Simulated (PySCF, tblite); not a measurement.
# C3H5F3OS: a rotation path, then NMR shifts on frames, part 2 of 2

tblite 0.8.0 and PySCF 2.14.0. Atoms count from 0.

### Step 5. Nuclear shieldings: image 4, PBE0/pcSseg-1

Job settings and geometry (Å):

```
{"job": {"kind": "nmr", "xc": "PBE0", "basis": "pcSseg-1", "pop": false}, "charge": 0, "multiplicity": 1}
C      1.922500     0.189900     0.544200
O      0.957500     0.639000    -0.386000
C      0.282000    -0.344100    -1.042300
S     -0.934800    -1.250900     0.040900
C     -2.102800     0.117400     0.366000
F     -2.346400     0.219000     1.670900
F     -1.658200     1.295300    -0.055600
F     -3.273300    -0.094000    -0.241600
H      1.458800    -0.407300     1.337100
H      2.690200    -0.408400     0.045000
H      2.365800     1.086400     0.970800
H     -0.288500     0.110100    -1.851800
H      0.922900    -1.152000    -1.415200
```

With the program's defaults for keys left out, this is: GIAO PBE0/pcSseg-1 NMR shielding, non-relativistic, gas phase.

Standard output:

```text
coarse grid: 12328 points
cycle   1  E = -889.2981165721  dE =  1.234e+00  |g| = 1.004e+00  |ddm| = 3.116e+00
cycle   2  E = -889.0772277543  dE =  2.209e-01  |g| = 1.566e+00  |ddm| = 1.345e+00
cycle   3  E = -889.4734679332  dE = -3.962e-01  |g| = 7.000e-02  |ddm| = 8.702e-01
cycle   4  E = -889.4740114269  dE = -5.435e-04  |g| = 5.298e-02  |ddm| = 1.217e-01
cycle   5  E = -889.4746139780  dE = -6.026e-04  |g| = 1.151e-02  |ddm| = 5.575e-02
cycle   6  E = -889.4746386432  dE = -2.467e-05  |g| = 3.027e-03  |ddm| = 1.024e-02
cycle   7  E = -889.4746400938  dE = -1.451e-06  |g| = 8.029e-04  |ddm| = 2.443e-03
final grid: 118256 points
cycle   8  E = -889.5538279559  dE = -3.983e-05  |g| = 1.050e-02  |ddm| = 2.128e-02
cycle   9  E = -889.5538120403  dE =  1.592e-05  |g| = 1.432e-02  |ddm| = 1.344e-02
cycle  10  E = -889.5538482570  dE = -3.622e-05  |g| = 1.060e-03  |ddm| = 7.716e-03
cycle  11  E = -889.5538484840  dE = -2.269e-07  |g| = 2.441e-04  |ddm| = 1.099e-03
cycle  12  E = -889.5538484963  dE = -1.233e-08  |g| = 8.735e-05  |ddm| = 3.150e-04
cycle  13  E = -889.5538484978  dE = -1.555e-09  |g| = 2.439e-05  |ddm| = 8.108e-05
cycle  14  E = -889.5538484980  dE = -1.064e-10  |g| = 4.627e-06  |ddm| = 1.589e-05
converged SCF energy = -889.5538484980

GIAO shielding tensors (ppm)
atom      isotropic    diamagn.    paramagn.     s11        s22        s33       span
  0 C      130.107     245.901    -115.794     93.534    113.204    183.582     90.048
  1 O      290.500     396.728    -106.228    239.416    297.383    334.701     95.286
  2 C      104.466     247.168    -142.702     62.540    103.808    147.051     84.511
  3 S      377.010    1056.152    -679.142    141.298    307.955    681.777    540.480
  4 C       45.358     243.358    -198.000     32.272     47.607     56.196     23.923
  5 F      216.578     471.870    -255.291    145.520    187.404    316.811    171.290
  6 F      228.661     476.698    -248.037    157.527    221.413    307.041    149.515
  7 F      215.447     469.543    -254.096    150.510    174.414    321.416    170.906
  8 H       27.486      29.778      -2.292     23.076     27.306     32.075      8.999
  9 H       28.842      28.813       0.028     24.908     26.205     35.411     10.503
 10 H       27.977      28.781      -0.805     23.982     25.707     34.240     10.258
 11 H       25.750      29.603      -3.853     20.142     26.659     30.449     10.307
 12 H       27.281      29.894      -2.613     21.191     27.213     33.440     12.249
```

Run time: 19 s. Hardware: 1 thread of Arm Neoverse V1, shared host; peak memory 0.83 GiB.

Key values: δ C4 141.6, C2 82.5, C0 56.8, O1 45.6, H11 5.97, H12 4.44 ppm.

### Step 6. NMR shieldings: image 6, PBE0/pcSseg-1

Job settings and geometry (Å):

```
{"job": {"kind": "nmr", "xc": "PBE0", "basis": "pcSseg-1", "pop": false}, "charge": 0, "multiplicity": 1}
C      1.896400     0.125900     0.621400
O      0.950300     0.655500    -0.286500
C      0.309200    -0.268100    -1.056000
S     -0.968500    -1.252800    -0.121400
C     -2.105800     0.112600     0.304600
F     -1.904800     0.553300     1.546600
F     -1.986400     1.156100    -0.511700
F     -3.367300    -0.305600     0.230900
H      1.415500    -0.536800     1.348800
H      2.674000    -0.428500     0.087300
H      2.333000     0.979800     1.133600
H     -0.220100     0.252000    -1.853400
H      0.970200    -1.042900    -1.461900
```

Level: GIAO PBE0/pcSseg-1 NMR shielding, non-relativistic, gas phase.

Standard output:

```text
coarse grid: 12328 points
cycle   1  E = -889.3025572890  dE =  1.229e+00  |g| = 9.994e-01  |ddm| = 3.118e+00
cycle   2  E = -889.0874976750  dE =  2.151e-01  |g| = 1.553e+00  |ddm| = 1.331e+00
cycle   3  E = -889.4762801021  dE = -3.888e-01  |g| = 6.726e-02  |ddm| = 8.571e-01
cycle   4  E = -889.4767937829  dE = -5.137e-04  |g| = 5.023e-02  |ddm| = 1.173e-01
cycle   5  E = -889.4773367415  dE = -5.430e-04  |g| = 1.144e-02  |ddm| = 5.410e-02
cycle   6  E = -889.4773613240  dE = -2.458e-05  |g| = 2.999e-03  |ddm| = 1.017e-02
cycle   7  E = -889.4773627352  dE = -1.411e-06  |g| = 7.907e-04  |ddm| = 2.382e-03
final grid: 118256 points
cycle   8  E = -889.5559506969  dE = -3.910e-05  |g| = 1.046e-02  |ddm| = 2.186e-02
cycle   9  E = -889.5559353548  dE =  1.534e-05  |g| = 1.416e-02  |ddm| = 1.350e-02
cycle  10  E = -889.5559709689  dE = -3.561e-05  |g| = 1.070e-03  |ddm| = 7.690e-03
cycle  11  E = -889.5559712005  dE = -2.316e-07  |g| = 2.376e-04  |ddm| = 1.110e-03
cycle  12  E = -889.5559712120  dE = -1.148e-08  |g| = 8.595e-05  |ddm| = 3.030e-04
cycle  13  E = -889.5559712135  dE = -1.525e-09  |g| = 2.352e-05  |ddm| = 7.944e-05
cycle  14  E = -889.5559712136  dE = -9.823e-11  |g| = 4.565e-06  |ddm| = 1.509e-05
converged SCF energy = -889.5559712136

GIAO shielding tensors (ppm)
atom      isotropic    diamagn.    paramagn.     s11        s22        s33       span
  0 C      129.262     245.884    -116.623     91.974    112.278    183.534     91.560
  1 O      289.695     397.009    -107.315    235.661    300.214    333.209     97.549
  2 C      103.841     247.275    -143.434     62.999    102.045    146.480     83.481
  3 S      370.114    1055.967    -685.853    136.462    303.917    669.963    533.501
  4 C       45.877     243.352    -197.475     32.437     48.765     56.429     23.993
  5 F      208.535     474.434    -265.900    138.284    170.848    316.472    178.189
  6 F      234.270     475.495    -241.225    153.324    235.239    314.248    160.923
  7 F      224.872     468.311    -243.439    148.831    202.367    323.418    174.588
  8 H       27.539      29.774      -2.235     23.216     27.192     32.210      8.994
  9 H       28.838      28.848      -0.010     24.928     26.238     35.348     10.420
 10 H       27.949      28.786      -0.837     24.016     25.650     34.181     10.164
 11 H       25.611      29.621      -4.011     20.264     26.456     30.111      9.847
 12 H       27.304      30.004      -2.700     21.477     27.158     33.276     11.799
```

Run time: 19 s. Hardware: 1 thread of Arm Neoverse V1, shared host; peak memory 0.83 GiB.

Key values: δ C4 141.0, C2 83.1, C0 57.7, O1 46.4, H11 6.11, H12 4.41 ppm.

### Step 7. NMR shieldings: image 8, PBE0/pcSseg-1

Job settings and geometry (Å):

```
{"job": {"kind": "nmr", "xc": "PBE0", "basis": "pcSseg-1", "pop": false}, "charge": 0, "multiplicity": 1}
C      1.866400     0.055100     0.690100
O      0.965000     0.669500    -0.209600
C      0.331100    -0.182400    -1.063300
S     -0.963600    -1.238700    -0.232300
C     -2.095900     0.104400     0.246500
F     -1.586600     0.880500     1.201300
F     -2.392700     0.896400    -0.786500
F     -3.235300    -0.400700     0.706600
H      1.346000    -0.654600     1.340400
H      2.660300    -0.468100     0.147300
H      2.289700     0.857000     1.289100
H     -0.181700     0.407500    -1.823300
H      0.992900    -0.925500    -1.523800
```

Level: GIAO PBE0/pcSseg-1 NMR shielding, non-relativistic, gas phase.

Standard output:

```text
coarse grid: 12328 points
cycle   1  E = -889.3043326024  dE =  1.230e+00  |g| = 9.986e-01  |ddm| = 3.122e+00
cycle   2  E = -889.0894151073  dE =  2.149e-01  |g| = 1.552e+00  |ddm| = 1.327e+00
cycle   3  E = -889.4775664014  dE = -3.882e-01  |g| = 6.751e-02  |ddm| = 8.530e-01
cycle   4  E = -889.4780776129  dE = -5.112e-04  |g| = 5.058e-02  |ddm| = 1.166e-01
cycle   5  E = -889.4786189845  dE = -5.414e-04  |g| = 1.164e-02  |ddm| = 5.383e-02
cycle   6  E = -889.4786442893  dE = -2.530e-05  |g| = 2.942e-03  |ddm| = 1.021e-02
cycle   7  E = -889.4786456482  dE = -1.359e-06  |g| = 7.770e-04  |ddm| = 2.377e-03
final grid: 118256 points
cycle   8  E = -889.5574357871  dE = -3.927e-05  |g| = 1.050e-02  |ddm| = 2.100e-02
cycle   9  E = -889.5574201384  dE =  1.565e-05  |g| = 1.425e-02  |ddm| = 1.342e-02
cycle  10  E = -889.5574561267  dE = -3.599e-05  |g| = 1.096e-03  |ddm| = 7.681e-03
cycle  11  E = -889.5574563708  dE = -2.441e-07  |g| = 2.367e-04  |ddm| = 1.130e-03
cycle  12  E = -889.5574563823  dE = -1.152e-08  |g| = 8.623e-05  |ddm| = 3.061e-04
cycle  13  E = -889.5574563838  dE = -1.530e-09  |g| = 2.318e-05  |ddm| = 7.886e-05
cycle  14  E = -889.5574563839  dE = -9.095e-11  |g| = 4.429e-06  |ddm| = 1.517e-05
converged SCF energy = -889.5574563839

GIAO shielding tensors (ppm)
atom      isotropic    diamagn.    paramagn.     s11        s22        s33       span
  0 C      129.459     245.877    -116.417     92.595    112.278    183.505     90.909
  1 O      292.980     396.805    -103.825    245.132    299.699    334.108     88.977
  2 C      104.238     247.393    -143.155     62.853    102.558    147.304     84.452
  3 S      380.221    1055.891    -675.670    157.028    325.345    658.292    501.264
  4 C       45.248     243.733    -198.485     32.233     46.296     57.213     24.980
  5 F      211.727     476.663    -264.936    140.025    180.333    314.823    174.798
  6 F      232.191     474.212    -242.021    144.208    222.706    329.659    185.450
  7 F      230.853     468.588    -237.734    155.405    210.847    326.308    170.904
  8 H       27.523      29.762      -2.239     23.192     27.263     32.114      8.921
  9 H       28.825      28.814       0.011     24.908     26.193     35.373     10.465
 10 H       27.972      28.771      -0.799     24.037     25.655     34.224     10.187
 11 H       25.642      29.595      -3.953     20.141     26.688     30.096      9.954
 12 H       27.225      29.986      -2.762     21.290     27.136     33.248     11.957
```

Wall time 20 s (1 thread of Arm Neoverse V1, shared host); peak memory 0.83 GiB.

This run: δ C4 141.7, C2 82.7, C0 57.5, O1 43.1, H11 6.08, H12 4.49 ppm.

### Step 8. Side by side: NMR shifts

Shifts (ppm) of some atoms, chosen among heavy atoms and hydrogens apart, with basis size and wall time:

| frame | H11 | H12 | O1 | S3 | F6 | F5 | F7 | functions | time |
| --- | --- | --- | --- | --- | --- | --- | --- | --- | --- |
| image 0 | 6.08 | 4.50 | 43.4 | 125 | -40.8 | -60.0 | -61.2 | 168 | 20 s |
| image 2 | 5.94 | 4.51 | 42.1 | 116 | -48.9 | -56.1 | -51.9 | 168 | 19 s |
| image 4 | 5.97 | 4.44 | 45.6 | 127 | -57.7 | -45.6 | -44.5 | 168 | 19 s |
| image 6 | 6.11 | 4.41 | 46.4 | 134 | -63.3 | -37.6 | -53.9 | 168 | 19 s |
| image 8 | 6.08 | 4.49 | 43.1 | 124 | -61.2 | -40.8 | -59.9 | 168 | 20 s |

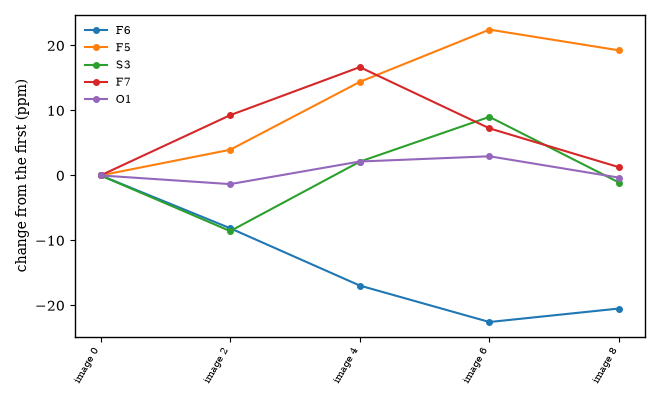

How five of the tabulated atoms move from run to run.

### Step 9. Results

The summary covers parts 1 to 2.

| quantity | value |
| --- | --- |
| barrier | 0.067 eV (1.5 kcal/mol) at image 4 |
| end to end (GFN2-xTB) | 0.000 eV |
| ¹³C shifts against TMS (PBE0/pcSseg-1, image 0) | 141.7, 82.8, 57.6 ppm |
| ¹H shifts against TMS (PBE0/pcSseg-1, image 0) | 6.08, 4.50, 4.20, 3.75, 2.89 ppm |
| ¹⁷O shifts against H2O (PBE0/pcSseg-1, image 0) | 43.4 ppm |
| ³³S shifts against CS2 (PBE0/pcSseg-1, image 0) | 125 ppm |
| ¹⁹F shifts against CFCl3 (PBE0/pcSseg-1, image 0) | -40.8, -60.0, -61.2 ppm |
| range of the shift of F6 | -63.3 to -40.8 ppm |

**Reading.** Along the band the dihedral turns by 121°, and the top (dihedral -9°) lies 1.5 kcal/mol above the start (GFN2-xTB, rough), so at room temperature this motion is fast. The top was not checked by a frequency run. Shifts at one fixed geometry are not the observed spectrum, which averages over the motion. In the first frame run (image 0): The widest tensor belongs to S3: span 500 ppm, with a paramagnetic part of -677 ppm. Across the 5 runs the shift of F6 moves most, between -63.3 (image 6) and -40.8 ppm (image 0).
